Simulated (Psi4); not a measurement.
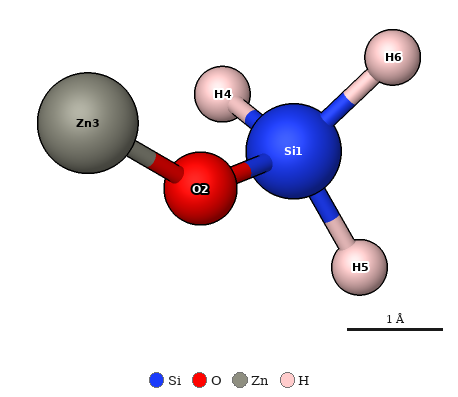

Figure 1. The input geometry (ball-and-stick view, seen at a tilt; atoms are numbered from 1 in the order of the input). Sticks mark near contacts. Bond lengths as drawn: H–Si 1.49 Å, O–Si 1.62 Å and O–Zn 1.81 Å.

ZnSiH3O: energy and gradient calculation

System: ZnSiH3O, multiplicity 2, SMILES [SiH3][O][Zn].
Method: B3LYP/aug-cc-pVDZ, UKS (Psi4 1.11).

The geometry comes from this level: PBE0-D4/def2-TZVP.

The program's output:
```
Psi4 1.11 release

gradient() will perform analytic gradient computation.

   => Loading Basis Set <=

    Name: AUG-CC-PVDZ
    Role: ORBITAL
    Keyword: BASIS

         ---------------------------------------------------------
                                   SCF
                              UKS Reference
                        1 Threads,   1525 MiB Core
         ---------------------------------------------------------

  ==> Geometry <==

    Molecular point group: c1
    Full point group: C1

    Geometry (in Angstrom), charge = 0, multiplicity = 2:

       Center              X                  Y                   Z               Mass
    ------------   -----------------  -----------------  -----------------  -----------------
         SI           0.527837080929     2.011053724205     0.146938202659    27.976926534650
         O            0.500337080929     0.445553724205    -0.277561797341    15.994914619570
         ZN          -0.381862919071    -1.111346275795    -0.008261797341    63.929142010000
         H           -0.749862919071     2.705353724205    -0.193261797341     1.007825032230
         H            1.633637080929     2.704153724205    -0.570161797341     1.007825032230
         H            0.745537080929     2.188753724205     1.613638202659     1.007825032230

  Running in c1 symmetry.

  Rotational constants: A =      1.74241  B =      0.07087  C =      0.06974 [cm^-1]
  Rotational constants: A =  52236.25801  B =   2124.73591  C =   2090.79048 [MHz]
  Nuclear repulsion =  207.385362436577566

  Charge       = 0
  Multiplicity = 2
  Electrons    = 55
  Nalpha       = 28
  Nbeta        = 27

  ==> Algorithm <==

  SCF Algorithm Type is DF.
  DIIS enabled.
  MOM disabled.
  Fractional occupation disabled.
  Guess Type is MODHUCKEL.
  Energy threshold   = 1.00e-08
  Density threshold  = 1.00e-08
  Integral threshold = 1.00e-12

  ==> Primary Basis <==

  Basis Set: AUG-CC-PVDZ
    Blend: AUG-CC-PVDZ
    Number of shells: 54
    Number of basis functions: 136
    Number of Cartesian functions: 150
    Spherical Harmonics?: true
    Max angular momentum: 3

  ==> DFT Potential <==

   => LibXC <=

    Version 7.1.2

   => Composite Functional: B3LYP <=

    B3LYP Hyb-GGA Exchange-Correlation Functional

    Deriv               =              1
    GGA                 =           TRUE
    Meta                =          FALSE

    Exchange Hybrid     =           TRUE
    MP2 Hybrid          =          FALSE

   => Exchange Functionals <=

    0.0800   Slater exchange
    0.7200         Becke 88

   => Exact (HF) Exchange <=

    0.2000               HF

   => Correlation Functionals <=

    0.1900   Vosko, Wilk & Nusair (VWN5_RPA)
    0.8100   Lee, Yang & Parr

   => LibXC Density Thresholds  <==

    XC_HYB_GGA_XC_B3LYP:  1.00E-15

   => Molecular Quadrature <=

    Radial Scheme          =       TREUTLER
    Pruning Scheme         =           NONE
    Nuclear Scheme         =       TREUTLER

    Blocking Scheme        =         OCTREE
    BS radius alpha        =              1
    Pruning alpha          =              1
    Radial Points          =             75
    Spherical Points       =            302
    Total Points           =         131987
    Total Blocks           =           1067
    Max Points             =            256
    Max Functions          =            136
    Weights Tolerance      =       1.00E-15

   => Loading Basis Set <=

    Name: (AUG-CC-PVDZ AUX)
    Role: JKFIT
    Keyword: DF_BASIS_SCF

  ==> Integral Setup <==

  DFHelper Memory: AOs need 0.087 GiB; user supplied 0.658 GiB.
  SCF_SUBTYPE=INCORE selected. In-core MEM_DF algorithm will be used.
  Using in-core AOs.

  ==> MemDFJK: Density-Fitted J/K Matrices <==

    J tasked:                   Yes
    K tasked:                   Yes
    wK tasked:                   No
    Memory [MiB]:               674
    Algorithm:                 Core
    Schwarz Cutoff:           1E-12
    Mask sparsity (%):       0.0757
    Fitting Condition:        1E-10

   => Auxiliary Basis Set <=

  Basis Set: (AUG-CC-PVDZ AUX)
    Blend: AUG-CC-PVDZ-JKFIT + DEF2-UNIVERSAL-JKFIT
    Number of shells: 162
    Number of basis functions: 574
    Number of Cartesian functions: 733
    Spherical Harmonics?: true
    Max angular momentum: 6

  Cached 100.0% of DFT collocation blocks in 0.459 [GiB].

  Minimum eigenvalue in the overlap matrix is 3.2797346415E-04.
  Reciprocal condition number of the overlap matrix is 3.7130906540E-05.
    Using symmetric orthogonalization.

  ==> Pre-Iterations <==

   -------------------------------------------------------
    Irrep   Nso     Nmo     Nalpha   Nbeta   Ndocc  Nsocc
   -------------------------------------------------------
     A        136     136      28      27      27       1
   -------------------------------------------------------
    Total     136     136      28      27      27       1
   -------------------------------------------------------

  ==> Iterations <==

                           Total Energy        Delta E     RMS |[F,P]|

   @DF-UKS iter   1: -2143.29265016789986   -2.14329e+03   2.41294e-02 ADIIS/DIIS
   @DF-UKS iter   2: -2079.15255180329450    6.41401e+01   6.06969e-02 ADIIS/DIIS
   @DF-UKS iter   3: -2145.38023051609343   -6.62277e+01   7.79024e-03 ADIIS/DIIS
   @DF-UKS iter   4: -2142.71604109702412    2.66419e+00   1.80368e-02 ADIIS/DIIS
   @DF-UKS iter   5: -2145.99569593985143   -3.27965e+00   2.01373e-03 ADIIS/DIIS
   @DF-UKS iter   6: -2146.03848082915692   -4.27849e-02   8.74935e-04 ADIIS/DIIS
   @DF-UKS iter   7: -2146.04362235867757   -5.14153e-03   2.44691e-04 ADIIS/DIIS
   @DF-UKS iter   8: -2146.04448053928945   -8.58181e-04   8.06356e-05 DIIS
   @DF-UKS iter   9: -2146.04453283205385   -5.22928e-05   1.80898e-05 DIIS
   @DF-UKS iter  10: -2146.04453747850266   -4.64645e-06   6.54664e-06 DIIS
   @DF-UKS iter  11: -2146.04453794747678   -4.68974e-07   2.32372e-06 DIIS
   @DF-UKS iter  12: -2146.04453802750777   -8.00310e-08   3.89930e-07 DIIS
   @DF-UKS iter  13: -2146.04453803103706   -3.52929e-09   1.35424e-07 DIIS
   @DF-UKS iter  14: -2146.04453803138176   -3.44698e-10   3.76506e-08 DIIS
   @DF-UKS iter  15: -2146.04453803140314   -2.13731e-11   9.58184e-09 DIIS
  Energy and wave function converged.

  ==> Post-Iterations <==

   Electrons on quadrature grid:
      Nalpha   =   28.0000046370 ; deviation = 4.637e-06
      Nbeta    =   27.0000041523 ; deviation = 4.152e-06
      Ntotal   =   55.0000087893 ; deviation = 8.789e-06

   @Spin Contamination Metric:   1.735537159E-03
   @S^2 Expected:                7.500000000E-01
   @S^2 Observed:                7.517355372E-01
   @S   Expected:                5.000000000E-01
   @S   Observed:                5.000000000E-01

    Orbital Energies [Eh]
    ---------------------

    Alpha Occupied:

       1A   -347.281629     2A    -66.149204     3A    -42.229683
       4A    -37.208864     5A    -37.208767     6A    -37.206425
       7A    -19.122825     8A     -5.290576     9A     -4.848830
      10A     -3.650656    11A     -3.648511    12A     -3.648457
      13A     -3.240696    14A     -3.240426    15A     -3.234813
      16A     -0.951724    17A     -0.557534    18A     -0.522828
      19A     -0.522823    20A     -0.522245    21A     -0.521828
      22A     -0.496736    23A     -0.403754    24A     -0.364768
      25A     -0.363007    26A     -0.296125    27A     -0.287289
      28A     -0.236622

    Alpha Virtual:

      29A     -0.040699    30A     -0.039084    31A     -0.003404
      32A      0.001106    33A      0.010561    34A      0.029780
      35A      0.030609    36A      0.038453    37A      0.041755
      38A      0.047338    39A      0.051243    40A      0.052890
      41A      0.070665    42A      0.103740    43A      0.117406
      44A      0.117612    45A      0.119048    46A      0.132658
      47A      0.148507    48A      0.153663    49A      0.171289
      50A      0.179348    51A      0.183406    52A      0.190126
      53A      0.197213    54A      0.215864    55A      0.229851
      56A      0.242090    57A      0.263851    58A      0.267520
      59A      0.288402    60A      0.299719    61A      0.314156
      62A      0.315133    63A      0.335597    64A      0.368480
      65A      0.373558    66A      0.387534    67A      0.431160
      68A      0.434993    69A      0.453159    70A      0.460533
      71A      0.470971    72A      0.494710    73A      0.536505
      74A      0.563193    75A      0.567471    76A      0.619567
      77A      0.633871    78A      0.660566    79A      0.720300
      80A      0.732147    81A      0.734958    82A      0.767815
      83A      0.822283    84A      0.846734    85A      0.875670
      86A      0.902545    87A      0.923051    88A      0.957021
      89A      0.982782    90A      1.024191    91A      1.099286
      92A      1.104549    93A      1.152839    94A      1.176698
      95A      1.184939    96A      1.250446    97A      1.310841
      98A      1.314800    99A      1.327634   100A      1.452776
     101A      1.556343   102A      1.620970   103A      1.620997
     104A      1.656755   105A      1.665483   106A      1.721851
     107A      1.746399   108A      1.759172   109A      1.839698
     110A      1.915196   111A      1.917725   112A      1.922529
     113A      2.006862   114A      2.024700   115A      2.094933
     116A      2.104495   117A      2.305755   118A      2.595766
     119A      3.100257   120A      3.306412   121A      3.332055
     122A      3.424387   123A      3.502786   124A      3.637700
     125A      3.740439   126A      3.742774   127A      3.835299
     128A      3.845308   129A      4.049368   130A      6.528415
     131A      6.528547   132A      6.572752   133A      6.577555
     134A      6.742721   135A      6.775196   136A      7.024561

    Beta Occupied:

       1A   -347.280310     2A    -66.149134     3A    -42.228812
       4A    -37.208663     5A    -37.208570     6A    -37.204843
       7A    -19.119202     8A     -5.290493     9A     -4.846089
      10A     -3.650397    11A     -3.648462    12A     -3.648432
      13A     -3.238497    14A     -3.238258    15A     -3.233242
      16A     -0.943379    17A     -0.550330    18A     -0.519256
      19A     -0.519255    20A     -0.518835    21A     -0.518813
      22A     -0.493466    23A     -0.393026    24A     -0.362064
      25A     -0.361674    26A     -0.290338    27A     -0.285208

    Beta Virtual:

      28A     -0.146886    29A     -0.025221    30A     -0.023521
      31A      0.001307    32A      0.005180    33A      0.015125
      34A      0.033866    35A      0.036205    36A      0.039457
      37A      0.044057    38A      0.049134    39A      0.051292
      40A      0.053770    41A      0.078429    42A      0.104452
      43A      0.117954    44A      0.119244    45A      0.123817
      46A      0.137685    47A      0.152247    48A      0.156439
      49A      0.175863    50A      0.182395    51A      0.185749
      52A      0.196378    53A      0.204274    54A      0.225709
      55A      0.236299    56A      0.254221    57A      0.271993
      58A      0.273978    59A      0.291478    60A      0.300798
      61A      0.315098    62A      0.316602    63A      0.335765
      64A      0.372681    65A      0.376292    66A      0.396578
      67A      0.432475    68A      0.435404    69A      0.454004
      70A      0.462518    71A      0.471981    72A      0.499141
      73A      0.538015    74A      0.564280    75A      0.568480
      76A      0.622205    77A      0.634182    78A      0.662493
      79A      0.725935    80A      0.743273    81A      0.746973
      82A      0.776869    83A      0.824286    84A      0.852427
      85A      0.878165    86A      0.915768    87A      0.942823
      88A      0.959969    89A      0.989788    90A      1.025522
      91A      1.107151    92A      1.112295    93A      1.157300
      94A      1.184757    95A      1.190245    96A      1.259400
      97A      1.312887    98A      1.324996    99A      1.335637
     100A      1.458655   101A      1.556681   102A      1.637262
     103A      1.637552   104A      1.664209   105A      1.675100
     106A      1.729976   107A      1.755570   108A      1.761615
     109A      1.855150   110A      1.916326   111A      1.919198
     112A      1.923468   113A      2.016330   114A      2.032481
     115A      2.100004   116A      2.109037   117A      2.312492
     118A      2.600240   119A      3.111626   120A      3.309848
     121A      3.336506   122A      3.430350   123A      3.510094
     124A      3.646143   125A      3.746143   126A      3.748528
     127A      3.842641   128A      3.852567   129A      4.058109
     130A      6.532121   131A      6.532253   132A      6.576161
     133A      6.580978   134A      6.747162   135A      6.779727
     136A      7.029828

    Final Occupation by Irrep:
              A
    DOCC [    27 ]
    SOCC [     1 ]
    NA   [    28 ]
    NB   [    27 ]

  @DF-UKS Final Energy: -2146.04453803140314

   => Energetics <=

    Nuclear Repulsion Energy =            207.3853624365775659
    One-Electron Energy =               -3402.6695832481955222
    Two-Electron Energy =                1131.2964090205225602
    DFT Exchange-Correlation Energy =     -82.0567262403074125
    Empirical Dispersion Energy =           0.0000000000000000
    VV10 Nonlocal Energy =                  0.0000000000000000
    Total Energy =                      -2146.0445380314031354

  UHF NO Occupations:
  HONO-2 :   26  A 1.9998111
  HONO-1 :   27  A 1.9996072
  HONO-0 :   28  A 1.0000000
  LUNO+0 :   29  A 0.0003928
  LUNO+1 :   30  A 0.0001889
  LUNO+2 :   31  A 0.0001622
  LUNO+3 :   32  A 0.0000568

Computation Completed

Properties will be evaluated at   0.000000,   0.000000,   0.000000 [a0]

Properties computed using the SCF density matrix

 Multipole Moments:

 ------------------------------------------------------------------------------------
     Multipole            Electronic (a.u.)      Nuclear  (a.u.)        Total (a.u.)
 ------------------------------------------------------------------------------------

 L = 1.  Multiply by 2.5417464519 to convert [e a0] to [Debye]
 Dipole X            :         -3.4140595            2.9590077           -0.4550518
 Dipole Y            :        -12.1998194           11.2949967           -0.9048228
 Dipole Z            :         -0.7198159            0.8295919            0.1097760
 Magnitude           :                                                    1.0187380

 ------------------------------------------------------------------------------------

	total time  =         33 seconds =       0.55 minutes

         ------------------------------------------------------------
                                   SCF GRAD
         ------------------------------------------------------------

  ==> Geometry <==

    Molecular point group: c1
    Full point group: C1

    Geometry (in Angstrom), charge = 0, multiplicity = 2:

       Center              X                  Y                   Z               Mass
    ------------   -----------------  -----------------  -----------------  -----------------
         SI           0.527837080929     2.011053724205     0.146938202659    27.976926534650
         O            0.500337080929     0.445553724205    -0.277561797341    15.994914619570
         ZN          -0.381862919071    -1.111346275795    -0.008261797341    63.929142010000
         H           -0.749862919071     2.705353724205    -0.193261797341     1.007825032230
         H            1.633637080929     2.704153724205    -0.570161797341     1.007825032230
         H            0.745537080929     2.188753724205     1.613638202659     1.007825032230

  Nuclear repulsion =  207.385362436577566

  ==> Basis Set <==

  Basis Set: AUG-CC-PVDZ
    Blend: AUG-CC-PVDZ
    Number of shells: 54
    Number of basis functions: 136
    Number of Cartesian functions: 150
    Spherical Harmonics?: true
    Max angular momentum: 3

  ==> DFJKGrad: Density-Fitted SCF Gradients <==

    Gradient:                    1
    J tasked:                  Yes
    K tasked:                  Yes
    wK tasked:                  No
    Integrals threads:           1
    Memory [MiB]:             1144
    Schwarz Cutoff:          1E-12
    Fitting Condition:       1E-10

   => Auxiliary Basis Set <=

  Basis Set: (AUG-CC-PVDZ AUX)
    Blend: AUG-CC-PVDZ-JKFIT + DEF2-UNIVERSAL-JKFIT
    Number of shells: 162
    Number of basis functions: 574
    Number of Cartesian functions: 733
    Spherical Harmonics?: true
    Max angular momentum: 6

  ==> DFT Potential <==

   => LibXC <=

    Version 7.1.2

   => Composite Functional: B3LYP <=

    B3LYP Hyb-GGA Exchange-Correlation Functional

    Deriv               =              1
    GGA                 =           TRUE
    Meta                =          FALSE

    Exchange Hybrid     =           TRUE
    MP2 Hybrid          =          FALSE

   => Exchange Functionals <=

    0.0800   Slater exchange
    0.7200         Becke 88

   => Exact (HF) Exchange <=

    0.2000               HF

   => Correlation Functionals <=

    0.1900   Vosko, Wilk & Nusair (VWN5_RPA)
    0.8100   Lee, Yang & Parr

   => LibXC Density Thresholds  <==

    XC_HYB_GGA_XC_B3LYP:  1.00E-15

   => Molecular Quadrature <=

    Radial Scheme          =       TREUTLER
    Pruning Scheme         =           NONE
    Nuclear Scheme         =       TREUTLER

    Blocking Scheme        =         OCTREE
    BS radius alpha        =              1
    Pruning alpha          =              1
    Radial Points          =             75
    Spherical Points       =            302
    Total Points           =         131987
    Total Blocks           =           1067
    Max Points             =            256
    Max Functions          =            136
    Weights Tolerance      =       1.00E-15

  -Total Gradient:
     Atom            X                  Y                   Z
    ------   -----------------  -----------------  -----------------
       1        0.000187631354    -0.029493865869    -0.008582148261
       2       -0.001421481922     0.029087291035     0.009459575359
       3        0.001827303332     0.003065946379    -0.000605732988
       4        0.002560377099    -0.001284903676     0.000833852455
       5       -0.002386129903    -0.001024869270     0.001681796890
       6       -0.000549432395    -0.000208377171    -0.002923955243

	total time  =         15 seconds =       0.25 minutes
```

The run was set up as follows.

The input (run.py):
```python
import psi4

psi4.set_memory(1600000000)
psi4.set_num_threads(1)
psi4.set_output_file('psi4.out', False)

mol = psi4.geometry("""
0 2
Si     0.155600     0.509800     0.020700
O      0.128100    -1.055700    -0.403800
Zn    -0.754100    -2.612600    -0.134500
H     -1.122100     1.204100    -0.319500
H      1.261400     1.202900    -0.696400
H      0.373300     0.687500     1.487400
symmetry c1
""")

psi4.set_options({
    'basis': 'aug-cc-pVDZ',
    'reference': 'uks',
    'scf_type': 'df',
    'guess': 'modhuckel',
})

e, wfn = psi4.gradient("b3lyp", molecule=mol, return_wfn=True)
print('gradient / Eh bohr^-1')
print(e.np.round(6))
print(f'energy = {wfn.energy():.10f} Eh')
```

Run as:
```bash
python run.py
```

Summary:

```json
{"quantity": "outcome", "value": "converged"}
{"quantity": "total energy", "value": "−2146.044538 hartree"}
{"quantity": "basis functions", "value": "136"}
{"quantity": "largest force", "value": "1.580 eV/Å"}
{"quantity": "⟨S²⟩", "value": "0.752"}
{"quantity": "dipole moment", "value": "2.59 D"}
{"quantity": "hardware", "value": "1 thread of Intel Xeon @ 2.90GHz (Ice Lake), 16 GiB of memory available, shared host"}
{"quantity": "wall time", "value": "50 s"}
{"quantity": "peak memory", "value": "1.3 GiB"}
```
